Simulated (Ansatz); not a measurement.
```sh
ansatz run in.yaml --threads 2 --pin off --events-out ev --progress --plain --max-ram 4352MiB
```

```yaml
crystal:
  periodic: [false, false, false]
  atoms:
    - {symbol: B, position_ang: [-1.136676, 0.248075, -0.652439]}
    - {symbol: O, position_ang: [-0.144982, -0.607571, -0.324123]}
    - {symbol: Si, position_ang: [0.988319, -0.566212, 0.888230]}
    - {symbol: H, position_ang: [-1.855956, -0.049607, -1.563308]}
    - {symbol: H, position_ang: [-1.274716, 1.273867, -0.037900]}
    - {symbol: H, position_ang: [1.179800, 0.836788, 1.358052]}
    - {symbol: H, position_ang: [2.244212, -1.135330, 0.331497]}
basis:
  gaussian: {orbitals: def2-TZVPP}
magnetization: {spin_polarized: true, initial_magnetization: 1}
hamiltonian: {xc: pbe0, dispersion: d4}
output: {orbitals: {seedname: orbitals}}
```

Work out the structure from the coordinates.

Formula BH₄OSi. Its SMILES string is `BO[SiH2]`. It has no ring. Among its groups: Si–H bond, Si–O bond, B–H bond. The point group is C1. It is an open-shell species. Coordination: 1 B trigonal planar; 1 O bent; 1 Si trigonal pyramidal.

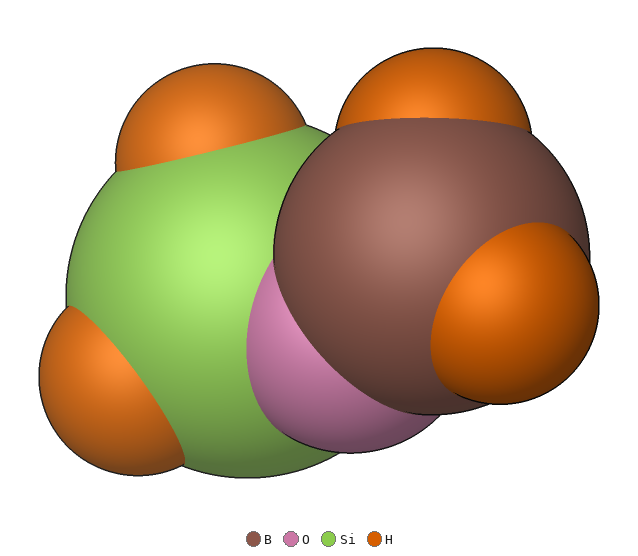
